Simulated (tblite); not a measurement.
# Geometry relaxation of GeB$_{3}$N$_{3}$H$_{8}$

GeB$_{3}$N$_{3}$H$_{8}$, computed with GFN2-xTB geometry optimisation, gas phase (tblite 0.8.0).

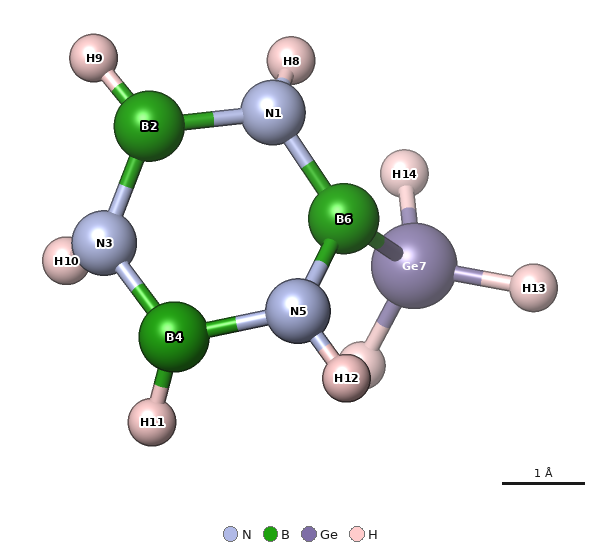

Figure 1. The starting structure (ball-and-stick view, seen at a tilt; atoms are numbered from 1 in the order of the input). Sticks mark near contacts.

**Input**
```
{"job": {"kind": "relax", "xc": "GFN2-xTB", "basis": "xTB"}, "charge": 0, "multiplicity": 1}
N     -1.527575     1.150021    -0.044969
B     -2.190265    -0.202664     0.350104
N     -1.326437    -1.462192     0.121956
B      0.171494    -1.385998     0.550946
N      0.769471     0.056234     0.651563
B      0.036104     1.148919    -0.167922
Ge     0.787394     1.536747    -1.998700
H     -2.022558     1.686393    -0.757364
H     -3.297746    -0.307974     0.152760
H     -1.507568    -1.973035    -0.742527
H      0.846210    -2.195507     0.140977
H      1.796257     0.093728     0.673058
H      1.848962     2.605542    -1.868757
H     -0.335440     2.059705    -2.884615
H      1.380439     0.311587    -2.571405
```

The first line tells a small driver script what to run in tblite; the rest is the geometry in Å.

Run on 1 CPU thread, shared host.

Launched with:
```bash
OMP_NUM_THREADS=1 python <driver script> task.json out
```

**Output**
```
step      E/eV     max force
  0    -504.02215    4.747
  1    -505.03702    2.476
  2    -505.81423    2.241
  3    -506.03235    1.465
  4    -506.23409    1.253
  5    -506.28962    1.209
  6    -506.46445    1.670
  7    -506.59388    1.910
  8    -506.72871    1.154
  9    -506.82442    0.598
 10    -506.86827    0.645
 11    -506.90843    1.066
 12    -506.93163    0.726
 13    -506.95636    0.421
 14    -506.98638    0.348
 15    -507.01586    0.463
 16    -507.04648    0.474
 17    -507.06658    0.480
 18    -507.08777    0.402
 19    -507.11763    0.518
 20    -507.15263    0.588
 21    -507.18860    0.534
 22    -507.22534    0.491
 23    -507.26352    0.546
 24    -507.30075    0.585
 25    -507.33951    0.497
 26    -507.37896    0.434
 27    -507.40654    0.396
 28    -507.42963    0.425
 29    -507.45464    0.464
 30    -507.48060    0.546
 31    -507.50392    0.620
 32    -507.52978    0.398
 33    -507.55170    0.323
 34    -507.56855    0.359
 35    -507.59052    0.427
 36    -507.60868    0.543
 37    -507.62643    0.394
 38    -507.64218    0.370
 39    -507.65447    0.392
 40    -507.67323    0.435
 41    -507.68960    0.306
 42    -507.69810    0.178
 43    -507.70155    0.184
 44    -507.70670    0.159
 45    -507.71085    0.159
 46    -507.71463    0.187
 47    -507.71814    0.209
 48    -507.72162    0.153
 49    -507.72471    0.157
 50    -507.72696    0.123
 51    -507.72861    0.104
 52    -507.72990    0.100
 53    -507.73083    0.075
 54    -507.73160    0.070
 55    -507.73238    0.082
 56    -507.73319    0.085
 57    -507.73383    0.072
 58    -507.73434    0.053
 59    -507.73485    0.064
 60    -507.73532    0.071
 61    -507.73564    0.054
 62    -507.73579    0.027
 63    -507.73589    0.022
 64    -507.73597    0.025
 65    -507.73606    0.025
 66    -507.73612    0.021
 67    -507.73618    0.025
 68    -507.73623    0.023
 69    -507.73629    0.018
 70    -507.73634    0.016
 71    -507.73639    0.016
 72    -507.73645    0.025
 73    -507.73654    0.030
 74    -507.73665    0.030
 75    -507.73676    0.026
 76    -507.73682    0.017
 77    -507.73686    0.014
 78    -507.73688    0.015
 79    -507.73692    0.017
 80    -507.73696    0.015
 81    -507.73701    0.015
 82    -507.73704    0.013
 83    -507.73707    0.012
 84    -507.73710    0.011
 85    -507.73713    0.011
 86    -507.73715    0.009
 87    -507.73716    0.009
 88    -507.73718    0.010
 89    -507.73719    0.009
 90    -507.73720    0.005
```

**Trajectory as extended XYZ (Å, eV, eV/Å), 15 of the 31 frames kept, from step=0 to step=90**
```
15
Properties=species:S:1:pos:R:3:forces:R:3 step=0 energy=-504.02215
N    -1.5276    1.1500   -0.0450    2.3900  -2.6550   0.5280
B    -2.1903   -0.2027    0.3501    3.2240   0.3800  -2.6040
N    -1.3264   -1.4622    0.1220    1.8550   2.3860   1.5080
B     0.1715   -1.3860    0.5509   -2.3240   3.7210  -1.8120
N     0.7695    0.0562    0.6516   -2.0830  -0.7790  -1.4260
B     0.0361    1.1489   -0.1679   -2.0450  -2.6740   1.3110
Ge    0.7874    1.5367   -1.9987   -0.4520   0.9420   1.2030
H    -2.0226    1.6864   -0.7574    0.1170  -0.1050   0.7360
H    -3.2977   -0.3080    0.1528   -1.1130   0.0010   0.2550
H    -1.5076   -1.9730   -0.7425   -0.1640  -0.0350   1.0180
H     0.8462   -2.1955    0.1410    0.6860  -0.9260   0.3490
H     1.7963    0.0937    0.6731   -0.8050  -0.0050  -0.0420
H     1.8490    2.6055   -1.8688    0.0620  -0.1200  -0.6030
H    -0.3354    2.0597   -2.8846    0.5090  -0.1000  -0.1030
H     1.3804    0.3116   -2.5714    0.1440  -0.0310  -0.3170
15
Properties=species:S:1:pos:R:3:forces:R:3 step=6 energy=-506.46445
N    -1.4321    0.9791   -0.0833   -0.3400   1.0650  -0.5850
B    -2.1264   -0.2266    0.1073    0.5810  -0.0320   0.2120
N    -1.2414   -1.3328    0.1061   -0.7240  -1.2220  -0.8770
B     0.1411   -1.2726    0.3288   -0.2070   0.1190   0.4150
N     0.6557    0.0151    0.5583    0.9090   0.4530  -0.2820
B    -0.0237    1.0344   -0.1710   -0.1540  -0.2320   0.5400
Ge    0.7706    1.6147   -1.8690    0.1870   0.5240  -0.3690
H    -1.9547    1.7040   -0.5652    0.0500   0.1020   0.3710
H    -3.2716   -0.2905    0.1761   -0.5280  -0.1130  -0.1260
H    -1.5685   -2.0912   -0.4788   -0.1440  -0.4250   0.7760
H     0.8264   -2.1943    0.2679    0.2920  -0.5020   0.0730
H     1.6635    0.1006    0.6628   -0.2270  -0.0300   0.0140
H     1.8765    2.6053   -1.9806    0.2020   0.1830  -0.1630
H    -0.2409    2.0556   -2.8911    0.0360   0.1390  -0.0180
H     1.3544    0.4205   -2.5629    0.0680  -0.0280   0.0190
15
Properties=species:S:1:pos:R:3:forces:R:3 step=12 energy=-506.93163
N    -1.4475    0.9801   -0.1657    0.0570  -0.0340   0.0980
B    -2.1068   -0.2695    0.0029   -0.0640   0.0220  -0.0790
N    -1.2738   -1.4220   -0.0380   -0.0450  -0.3840   0.4530
B     0.1049   -1.3211    0.3077    0.0540  -0.0610  -0.0460
N     0.6652   -0.0243    0.4286   -0.2230  -0.0740  -0.0350
B    -0.0349    1.0450   -0.1787    0.0850   0.0950  -0.3940
Ge    0.8194    1.7807   -1.8480    0.1850  -0.0870  -0.4000
H    -1.9632    1.8225   -0.3860   -0.0850  -0.2480  -0.0060
H    -3.2690   -0.3095    0.1318   -0.0840  -0.1200  -0.1380
H    -1.6800   -2.3589   -0.1291    0.1910   0.6920   0.1120
H     0.8169   -2.2459    0.4039   -0.1360  -0.1610   0.1300
H     1.6384    0.0973    0.6523    0.1350  -0.1790  -0.1290
H     1.9911    2.7002   -2.1232   -0.1040   0.0520   0.0790
H    -0.1859    2.1345   -2.9240    0.0520   0.2360   0.1370
H     1.3540    0.5122   -2.5294   -0.0180   0.2500   0.2170
15
Properties=species:S:1:pos:R:3:forces:R:3 step=18 energy=-507.08777
N    -1.4374    0.9655   -0.1924   -0.0130  -0.2930  -0.0670
B    -2.1033   -0.2831   -0.0288   -0.0980  -0.0710   0.2110
N    -1.2879   -1.4389    0.0787    0.0490   0.0380   0.1390
B     0.1048   -1.3586    0.3411   -0.1190  -0.0990   0.0610
N     0.6722   -0.0586    0.3157   -0.1070  -0.2470  -0.0810
B    -0.0194    1.0274   -0.2906   -0.0690  -0.0240   0.1460
Ge    0.8637    1.8609   -1.9126   -0.1320  -0.0670   0.3420
H    -2.0158    1.7787   -0.3338    0.1090   0.0580  -0.2230
H    -3.2795   -0.3703    0.0293    0.1590   0.1030  -0.1060
H    -1.7205   -2.3492    0.0735   -0.0460   0.0280   0.0040
H     0.7550   -2.3329    0.5152   -0.1110   0.2650   0.0940
H     1.6427    0.0139    0.5608    0.2900   0.1030  -0.2590
H     2.0238    2.7976   -2.1439   -0.0840   0.0030   0.0990
H    -0.1668    2.2965   -2.9183    0.1080   0.0580  -0.0800
H     1.3970    0.5725   -2.4887    0.0650   0.1450  -0.2800
15
Properties=species:S:1:pos:R:3:forces:R:3 step=27 energy=-507.40654
N    -1.4201    0.8565   -0.2422   -0.0610  -0.0470  -0.3240
B    -2.1406   -0.3495   -0.0125    0.0490   0.0960   0.2040
N    -1.3681   -1.4620    0.4035    0.2060  -0.0100  -0.0840
B     0.0515   -1.4286    0.5260    0.0040  -0.0330  -0.1720
N     0.6946   -0.2352    0.0962   -0.0690   0.1260   0.0320
B    -0.0156    0.8838   -0.3898   -0.0730   0.0860  -0.3390
Ge    0.8633    1.9745   -1.8869    0.0660   0.0040   0.1760
H    -1.9387    1.6608   -0.5544   -0.1220   0.0920  -0.0570
H    -3.3055   -0.3998   -0.1944    0.1730  -0.0340   0.1310
H    -1.8236   -2.3513    0.5378   -0.0550   0.0410   0.1030
H     0.6613   -2.3820    0.8579   -0.0640   0.1700   0.0230
H     1.6965   -0.1608    0.0151    0.1140  -0.3530   0.1400
H     1.9866    2.9865   -1.9173   -0.0430  -0.0540   0.3020
H    -0.0243    2.6167   -2.9104   -0.2110   0.0030   0.0230
H     1.5117    0.9119   -2.7236    0.0870  -0.0870  -0.1590
15
Properties=species:S:1:pos:R:3:forces:R:3 step=33 energy=-507.55170
N    -1.4181    0.8134   -0.3724    0.0710   0.1160  -0.1530
B    -2.1297   -0.3472    0.0227    0.0280  -0.0090  -0.1080
N    -1.3708   -1.4336    0.5171   -0.0160  -0.0280  -0.0460
B     0.0451   -1.4246    0.5596   -0.1140  -0.2270   0.1850
N     0.6910   -0.2917    0.0104    0.1020  -0.0640  -0.2740
B    -0.0138    0.8099   -0.5336    0.1590   0.0410  -0.1390
Ge    0.8876    1.9908   -1.9182   -0.0700   0.0820   0.1220
H    -1.9414    1.6062   -0.7249    0.0610  -0.1510   0.0200
H    -3.2746   -0.4241   -0.1807   -0.2530  -0.0100   0.2000
H    -1.8513   -2.2853    0.7655   -0.0010   0.0710   0.0910
H     0.6387   -2.3426    0.9975    0.0230   0.0920  -0.0790
H     1.6826   -0.3801   -0.1710   -0.0470   0.1960   0.1630
H     1.9507    3.0419   -1.6299   -0.1700  -0.2270  -0.0580
H    -0.0489    2.7251   -2.8554    0.0930  -0.0030   0.1200
H     1.5818    1.0632   -2.8815    0.1340   0.1200  -0.0440
15
Properties=species:S:1:pos:R:3:forces:R:3 step=39 energy=-507.65447
N    -1.3948    0.7218   -0.5479   -0.2270   0.1060  -0.0180
B    -2.1303   -0.3565    0.0034   -0.1180  -0.1030   0.1020
N    -1.3858   -1.3923    0.6170    0.0360   0.1130  -0.1800
B     0.0242   -1.4332    0.5906    0.1130   0.0660  -0.1120
N     0.6746   -0.4123   -0.1546    0.3670  -0.1220   0.0670
B     0.0078    0.6983   -0.7210   -0.1530  -0.3210   0.0910
Ge    0.9112    1.9968   -1.9303   -0.1880  -0.0420  -0.3210
H    -1.9184    1.5154   -0.8936    0.0770  -0.0830  -0.1020
H    -3.3012   -0.4279   -0.0679    0.0170   0.1470   0.0650
H    -1.8803   -2.1633    1.0247   -0.1280  -0.1430   0.1660
H     0.6331   -2.2767    1.1253    0.0390  -0.0910   0.0110
H     1.6762   -0.5154   -0.2906   -0.2290   0.1620   0.0680
H     1.8516    3.0023   -1.3775    0.2370   0.1660   0.0080
H    -0.0343    2.8427   -2.7464    0.0590   0.0270   0.0690
H     1.6952    1.3217   -3.0261    0.0970   0.1180   0.0860
15
Properties=species:S:1:pos:R:3:forces:R:3 step=45 energy=-507.71085
N    -1.4147    0.6456   -0.6510    0.0200  -0.0380   0.0020
B    -2.1509   -0.3631    0.0234    0.0040  -0.0320  -0.0300
N    -1.3884   -1.3871    0.6412   -0.0730   0.0510  -0.0020
B     0.0250   -1.4570    0.5803   -0.0330   0.0810   0.0350
N     0.6782   -0.4800   -0.2161   -0.1230   0.0090   0.0110
B    -0.0141    0.5823   -0.8384    0.0050   0.1080   0.0070
Ge    0.9029    1.9801   -1.9613    0.0780   0.0910   0.1040
H    -1.9020    1.4430   -1.0346   -0.0680  -0.1030  -0.0700
H    -3.3281   -0.3702    0.0452    0.1060   0.0690   0.0700
H    -1.8905   -2.0848    1.1680    0.0570  -0.0540   0.0030
H     0.6374   -2.2547    1.1780    0.0050  -0.1270  -0.0130
H     1.6799   -0.5295   -0.3168    0.0490  -0.0120   0.0040
H     1.8196    2.9561   -1.2699   -0.0150  -0.0500   0.0070
H    -0.0215    2.9218   -2.6717   -0.0570   0.0500  -0.0650
H     1.7960    1.5192   -3.0713    0.0440  -0.0430  -0.0630
15
Properties=species:S:1:pos:R:3:forces:R:3 step=51 energy=-507.72861
N    -1.4194    0.6095   -0.7030    0.0060  -0.0060  -0.0160
B    -2.1458   -0.3599    0.0362    0.0110   0.0330  -0.0020
N    -1.3894   -1.3789    0.6621    0.0470   0.0790   0.0040
B     0.0223   -1.4531    0.5860   -0.0250  -0.0610   0.0020
N     0.6691   -0.4827   -0.2197    0.0180   0.0860  -0.0280
B    -0.0159    0.5696   -0.8715   -0.0240   0.0080  -0.0440
Ge    0.9098    1.9910   -1.9733   -0.0190  -0.0740   0.0690
H    -1.9332    1.3621   -1.1387    0.0040  -0.0260  -0.0200
H    -3.3128   -0.3073    0.1247   -0.0430  -0.0150   0.0160
H    -1.8723   -2.0700    1.2107   -0.0670  -0.0630   0.0480
H     0.6242   -2.2778    1.1650    0.0170  -0.0070  -0.0420
H     1.6710   -0.5352   -0.3171    0.0680   0.0030   0.0110
H     1.8106    2.9213   -1.2140    0.0160   0.0520   0.0150
H    -0.0264    2.9514   -2.6563    0.0470   0.0070  -0.0230
H     1.8368    1.5817   -3.0859   -0.0550  -0.0180   0.0100
15
Properties=species:S:1:pos:R:3:forces:R:3 step=57 energy=-507.73383
N    -1.4241    0.6061   -0.7083   -0.0170  -0.0150  -0.0170
B    -2.1488   -0.3509    0.0460    0.0050  -0.0430   0.0270
N    -1.3887   -1.3701    0.6686    0.0280  -0.0600   0.0270
B     0.0229   -1.4528    0.5795    0.0260  -0.0090  -0.0180
N     0.6753   -0.4645   -0.2050   -0.0390  -0.0200   0.0040
B    -0.0196    0.5748   -0.8667    0.0040   0.0240   0.0200
Ge    0.9098    1.9898   -1.9590   -0.0190   0.0370  -0.0320
H    -1.9453    1.3401   -1.1650    0.0240   0.0260  -0.0160
H    -3.3164   -0.2965    0.1466   -0.0030  -0.0110   0.0000
H    -1.8738   -2.0777    1.2001    0.0080   0.0510   0.0070
H     0.6304   -2.2976    1.1256   -0.0300   0.0180  -0.0270
H     1.6802   -0.5129   -0.2964   -0.0360   0.0160   0.0110
H     1.8178    2.9291   -1.2170    0.0080   0.0150   0.0020
H    -0.0095    2.9483   -2.6701    0.0290   0.0000   0.0130
H     1.8186    1.5563   -3.0739    0.0120  -0.0260  -0.0020
15
Properties=species:S:1:pos:R:3:forces:R:3 step=63 energy=-507.73589
N    -1.4293    0.6038   -0.7084   -0.0110   0.0160   0.0020
B    -2.1488   -0.3568    0.0484   -0.0120   0.0040  -0.0070
N    -1.3867   -1.3752    0.6699   -0.0140  -0.0150  -0.0070
B     0.0233   -1.4583    0.5711    0.0000   0.0120  -0.0060
N     0.6693   -0.4566   -0.2001    0.0190   0.0000   0.0070
B    -0.0238    0.5875   -0.8558    0.0020  -0.0060   0.0170
Ge    0.9098    1.9990   -1.9536    0.0090   0.0000  -0.0120
H    -1.9473    1.3411   -1.1637   -0.0150  -0.0020  -0.0010
H    -3.3167   -0.3032    0.1498    0.0030  -0.0170   0.0050
H    -1.8728   -2.0784    1.2048    0.0080   0.0120   0.0110
H     0.6304   -2.3116    1.1011    0.0010   0.0060  -0.0080
H     1.6749   -0.4941   -0.2802    0.0010   0.0020  -0.0120
H     1.8324    2.9453   -1.2354   -0.0070  -0.0130   0.0010
H     0.0032    2.9541   -2.6825    0.0120   0.0010   0.0040
H     1.8108    1.5249   -3.0603    0.0040  -0.0010   0.0060
15
Properties=species:S:1:pos:R:3:forces:R:3 step=72 energy=-507.73645
N    -1.4341    0.6038   -0.7074   -0.0150   0.0040  -0.0040
B    -2.1515   -0.3583    0.0495   -0.0020  -0.0010  -0.0040
N    -1.3855   -1.3721    0.6726   -0.0040  -0.0180   0.0170
B     0.0242   -1.4556    0.5690    0.0020   0.0040   0.0050
N     0.6686   -0.4522   -0.2011    0.0020  -0.0050  -0.0100
B    -0.0283    0.5906   -0.8551   -0.0050  -0.0050   0.0000
Ge    0.9112    1.9977   -1.9547    0.0030   0.0070  -0.0060
H    -1.9570    1.3347   -1.1669   -0.0050   0.0180  -0.0060
H    -3.3200   -0.3153    0.1500    0.0070   0.0040  -0.0010
H    -1.8686   -2.0702    1.2167    0.0070  -0.0050  -0.0010
H     0.6302   -2.3128    1.0939    0.0080   0.0120  -0.0060
H     1.6735   -0.4909   -0.2901   -0.0030   0.0020   0.0020
H     1.8329    2.9393   -1.2304    0.0060  -0.0120   0.0060
H     0.0157    2.9625   -2.6842    0.0050  -0.0070  -0.0050
H     1.8174    1.5203   -3.0567   -0.0060   0.0020   0.0130
15
Properties=species:S:1:pos:R:3:forces:R:3 step=78 energy=-507.73688
N    -1.4430    0.6026   -0.7111    0.0050   0.0010   0.0030
B    -2.1538   -0.3610    0.0511   -0.0040  -0.0030  -0.0020
N    -1.3833   -1.3691    0.6794   -0.0060   0.0010  -0.0060
B     0.0258   -1.4513    0.5681    0.0000   0.0030  -0.0050
N     0.6639   -0.4500   -0.2091    0.0020   0.0010  -0.0040
B    -0.0370    0.5911   -0.8614    0.0010   0.0000  -0.0010
Ge    0.9115    1.9972   -1.9539   -0.0030  -0.0070   0.0000
H    -1.9679    1.3339   -1.1692    0.0030  -0.0130   0.0070
H    -3.3223   -0.3240    0.1503    0.0000   0.0060   0.0060
H    -1.8615   -2.0661    1.2291   -0.0040  -0.0020  -0.0050
H     0.6373   -2.3066    1.0882    0.0080   0.0020   0.0100
H     1.6687   -0.4869   -0.3009   -0.0060   0.0050  -0.0040
H     1.8371    2.9243   -1.2169    0.0010   0.0030   0.0050
H     0.0300    2.9684   -2.6893   -0.0020   0.0120  -0.0030
H     1.8232    1.5190   -3.0494    0.0030  -0.0100   0.0010
15
Properties=species:S:1:pos:R:3:forces:R:3 step=84 energy=-507.73710
N    -1.4469    0.6014   -0.7107   -0.0030  -0.0060  -0.0020
B    -2.1558   -0.3631    0.0519    0.0060   0.0000   0.0040
N    -1.3829   -1.3709    0.6779    0.0090   0.0050  -0.0040
B     0.0269   -1.4491    0.5657   -0.0020  -0.0050   0.0040
N     0.6618   -0.4477   -0.2138   -0.0080   0.0010   0.0030
B    -0.0416    0.5923   -0.8644   -0.0050   0.0040  -0.0050
Ge    0.9104    1.9970   -1.9545    0.0020   0.0050   0.0050
H    -1.9746    1.3304   -1.1679   -0.0050   0.0090  -0.0030
H    -3.3239   -0.3236    0.1553    0.0000  -0.0030   0.0050
H    -1.8598   -2.0673    1.2295    0.0020  -0.0070  -0.0040
H     0.6442   -2.2992    1.0886   -0.0090   0.0020   0.0050
H     1.6662   -0.4804   -0.3068    0.0100  -0.0050  -0.0010
H     1.8395    2.9158   -1.2100   -0.0070   0.0010  -0.0040
H     0.0385    2.9755   -2.6933    0.0100   0.0010   0.0010
H     1.8267    1.5105   -3.0425   -0.0010  -0.0020  -0.0050
15
Properties=species:S:1:pos:R:3:forces:R:3 step=90 energy=-507.73720
N    -1.4496    0.6011   -0.7115    0.0010   0.0020   0.0000
B    -2.1561   -0.3640    0.0526   -0.0030   0.0010   0.0010
N    -1.3819   -1.3716    0.6768   -0.0020  -0.0040   0.0010
B     0.0277   -1.4480    0.5654    0.0010   0.0020   0.0020
N     0.6606   -0.4465   -0.2155    0.0020  -0.0010  -0.0020
B    -0.0445    0.5928   -0.8661    0.0030  -0.0010   0.0010
Ge    0.9105    1.9970   -1.9542   -0.0010   0.0000  -0.0050
H    -1.9784    1.3309   -1.1668    0.0000  -0.0010   0.0010
H    -3.3238   -0.3251    0.1593   -0.0030  -0.0020   0.0020
H    -1.8577   -2.0701    1.2268    0.0000   0.0000  -0.0010
H     0.6447   -2.2956    1.0923    0.0000   0.0000  -0.0010
H     1.6652   -0.4793   -0.3104   -0.0030   0.0010   0.0010
H     1.8389    2.9139   -1.2079    0.0050   0.0020   0.0010
H     0.0461    2.9798   -2.6954    0.0000  -0.0010  -0.0020
H     1.8269    1.5059   -3.0404    0.0000   0.0030   0.0010
```

**Results in brief**

- outcome: converged
- total energy: −507.7372 eV
- wall time: 1.8 s
- peak memory: 0.18 GiB
